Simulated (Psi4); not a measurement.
# BCl (SMILES [B]Cl) at B2PLYP/def2-TZVPPD (density fitting for correlation)

Aim: the vertical electron affinity of BCl at B2PLYP/def2-TZVPPD (density fitting for correlation), from 2 runs. 

The results are computed with Psi4 1.11.

**1. The system as given**

BCl has 2 atoms, charge 0, and is taken as a singlet. SMILES: `[B]Cl`. The coordinates come from a PBE0-D4/def2-TZVP relaxation.

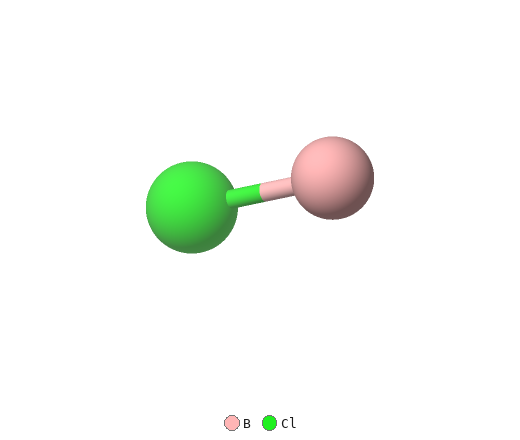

The structure, seen from a chosen angle (boron pink, chlorine green).

**2. A single-point energy at B2PLYP/def2-TZVPPD (density fitting for correlation)**

Contents of bcl.xyz:

```xyz
2
BCl
B      0.000000     0.000000    -0.069660
Cl     0.000000     0.000000     1.648190
```

Contents of run.py:

```python
import psi4

psi4.set_memory('2200 MB')
psi4.set_num_threads(1)
psi4.set_output_file('psi4.out', False)

with open('bcl.xyz') as f:
    atoms = ''.join(f.readlines()[2:])
molecule = psi4.geometry('0 1\n' + atoms + 'symmetry c1\nno_reorient\nno_com')

options = {'basis': 'def2-TZVPPD', 'puream': True, 'e_convergence': 1e-09, 'd_convergence': 1e-08, 'scf_type': 'pk', 'dft_radial_points': 99, 'dft_spherical_points': 590, 'num_frozen_docc': 6}
psi4.set_options(options)

E = psi4.energy("b2plyp", molecule=molecule)
print(f'b2plyp energy: {E:.10f} Eh')
```

The run is started by

```bash
python run.py
```

psi4.out:

```text
[...]
  Running in c1 symmetry.
[...]
  Nuclear repulsion =   26.183929276100940
[...]
  Multiplicity = 1
[...]
  Nalpha       = 11
  Nbeta        = 11
[...]
    Number of basis functions: 88
[...]
   @RKS iter   1:  -484.74841928301237   -3.64980e-01   2.46903e-03 DIIS/ADIIS
[...]
   @RKS iter   9:  -484.76189988050908   -4.13820e-11   5.09230e-09 DIIS
[...]
    Orbital Energies [Eh]
    ---------------------
    Doubly Occupied:
       1A   -102.956419     2A     -9.964161     3A     -7.600922
       4A     -7.599041     5A     -7.599041     6A     -7.218800
       7A     -1.003834     8A     -0.579925     9A     -0.448829
      10A     -0.448829    11A     -0.314500
[...]
  @RKS Final Energy:  -484.76189988050908
   => Energetics <=
    Nuclear Repulsion Energy =             26.1839292761009403
    One-Electron Energy =                -719.4579608659026917
    Two-Electron Energy =                 223.8671067088144753
    DFT Exchange-Correlation Energy =     -15.3549749995217457
    Empirical Dispersion Energy =           0.0000000000000000
    VV10 Nonlocal Energy =                  0.0000000000000000
    Total Energy =                       -484.7618998805090200
[...]
 Multipole Moments:
 ------------------------------------------------------------------------------------
     Multipole            Electronic (a.u.)      Nuclear  (a.u.)        Total (a.u.)
 ------------------------------------------------------------------------------------
 L = 1.  Multiply by 2.5417464519 to convert [e a0] to [Debye]
 Dipole X            :         -0.0000000            0.0000000           -0.0000000
 Dipole Y            :          0.0000000            0.0000000            0.0000000
 Dipole Z            :        -51.6931772           52.2904793            0.5973021
 Magnitude           :                                                    0.5973021
[...]
```

The script printed:

```text
b2plyp energy: -484.8499622955 Eh
```

Run time: 10 s. Hardware: 1 thread of Intel Xeon at 2.50GHz (Skylake/Cascade Lake), shared host; peak memory 0.58 GiB.

**3. The doublet anion at the same level**

bcl.xyz is that of step 2.

Contents of run.py:

```python
import psi4

psi4.set_memory('2200 MB')
psi4.set_num_threads(1)
psi4.core.set_output_file('bcl.out', False)

with open('bcl.xyz') as f:
    atoms = ''.join(f.readlines()[2:])
mol = psi4.geometry('-1 2\n' + atoms + 'symmetry c1')

psi4.set_options({
    'basis': 'def2-TZVPPD',
    'reference': 'uks',
    'puream': True,
    'e_convergence': 1e-09,
    'd_convergence': 1e-08,
    'scf_type': 'pk',
    'dft_radial_points': 99,
    'dft_spherical_points': 590,
    'num_frozen_docc': 6,
    'maxiter': 100,
})

E = psi4.energy("b2plyp")
print(f'b2plyp energy: {E:.10f} Eh')
for k, v in sorted(psi4.core.scalar_variables().items()):
    print(f'{k:45s} {v:18.10f}')
```

The run is started by

```bash
python run.py
```

bcl.out:

```text
[...]
  Running in c1 symmetry.
[...]
  Nuclear repulsion =   26.183929276100940
[...]
  Multiplicity = 2
[...]
  Nalpha       = 12
  Nbeta        = 11
[...]
    Number of basis functions: 88
[...]
   @UKS iter   1:  -484.65127568159534   -2.67834e-01   4.23872e-03 ADIIS/DIIS
[...]
   @UKS iter  14:  -484.74615974037175   -4.37694e-12   3.03618e-09 DIIS
[...]
   @S^2 Observed:                7.613765188E-01
[...]
    Orbital Energies [Eh]
    ---------------------
    Alpha Occupied:
       1A   -102.706219     2A     -9.714161     3A     -7.350980
       4A     -7.349603     5A     -7.349566     6A     -6.911750
       7A     -0.757613     8A     -0.337620     9A     -0.221490
      10A     -0.211176    11A     -0.070146    12A      0.049180
    Alpha Virtual:
      13A      0.151971    14A      0.183557    15A      0.185533
      16A      0.188462    17A      0.216601    18A      0.269811
      19A      0.305842    20A      0.306740    21A      0.341848
      22A      0.351103    23A      0.356311    24A      0.379477
      25A      0.414242    26A      0.419776    27A      0.427148
[...]
  @UKS Final Energy:  -484.74615974037175
   => Energetics <=
    Nuclear Repulsion Energy =             26.1839292761009403
    One-Electron Energy =                -725.0054055067948866
    Two-Electron Energy =                 229.5429961983007559
    DFT Exchange-Correlation Energy =     -15.4676797079784976
    Empirical Dispersion Energy =           0.0000000000000000
    VV10 Nonlocal Energy =                  0.0000000000000000
    Total Energy =                       -484.7461597403716951
[...]
 Multipole Moments:
 ------------------------------------------------------------------------------------
     Multipole            Electronic (a.u.)      Nuclear  (a.u.)        Total (a.u.)
 ------------------------------------------------------------------------------------
 L = 1.  Multiply by 2.5417464519 to convert [e a0] to [Debye]
 Dipole X            :          0.0000000            0.0000000            0.0000000
 Dipole Y            :         -0.0000000            0.0000000           -0.0000000
 Dipole Z            :          1.5244176            0.8694190            2.3938367
 Magnitude           :                                                    2.3938367
[...]
```

Standard output:

```text
b2plyp energy: -484.8381589360 Eh
B2PLYP DOUBLE-HYBRID CORRECTION ENERGY             -0.0919991957
B2PLYP TOTAL ENERGY                              -484.8381589360
CURRENT ENERGY                                   -484.8381589360
CURRENT REFERENCE ENERGY                         -484.7461597404
DD SOLVATION ENERGY                                 0.0000000000
DFT FUNCTIONAL TOTAL ENERGY                      -484.7461597404
DFT TOTAL ENERGY                                 -484.8381589360
DFT VV10 ENERGY                                     0.0000000000
DFT XC ENERGY                                     -15.4676797080
DOUBLE-HYBRID CORRECTION ENERGY                    -0.0919991957
GRID ELECTRONS ALPHA                               12.0000000283
GRID ELECTRONS BETA                                11.0000000291
GRID ELECTRONS TOTAL                               23.0000000574
NUCLEAR REPULSION ENERGY                           26.1839292761
ONE-ELECTRON ENERGY                              -725.0054055068
PCM POLARIZATION ENERGY                             0.0000000000
PE ENERGY                                           0.0000000000
SCF ITERATION ENERGY                             -484.7461597404
SCF ITERATIONS                                     14.0000000000
SCF TOTAL ENERGY                                 -484.7461597404
TWO-ELECTRON ENERGY                               229.5429961983
XC GRID RADIAL POINTS                              99.0000000000
XC GRID SPHERICAL POINTS                          590.0000000000
XC GRID TOTAL POINTS                           113930.0000000000
```

It took 23 s on 1 thread of Intel Xeon at 2.50GHz (Skylake/Cascade Lake), shared host; peak memory 0.58 GiB.

**4. Summary of results**

Level: B2PLYP/def2-TZVPPD (density fitting for correlation), 6 core orbitals frozen.

```
                                                               quantity          value
                                              singlet BCl: total energy  -484.84996 Eh
                         singlet BCl: HOMO energy (SCF part's orbitals)       -8.56 eV
                         singlet BCl: LUMO energy (SCF part's orbitals)       -0.54 eV
                       singlet BCl: HOMO–LUMO gap (SCF part's orbitals)        8.02 eV
                                            doublet anion: total energy  -484.83816 Eh
doublet anion: HOMO energy (SCF part's orbitals) (highest over α and β)        1.34 eV
 doublet anion: LUMO energy (SCF part's orbitals) (lowest over α and β)        4.14 eV
                                                    doublet anion: ⟨S²⟩          0.761
                      vertical electron affinity (to the doublet anion)      -0.321 eV
```

In words: The anion lies 0.32 eV (7.4 kcal/mol) above the neutral: the electron isn't bound at this level, and such a value depends on the basis. The HOMO (doublet anion) lies at positive energy, 1.34 eV; only total energies tell whether the electron is bound.
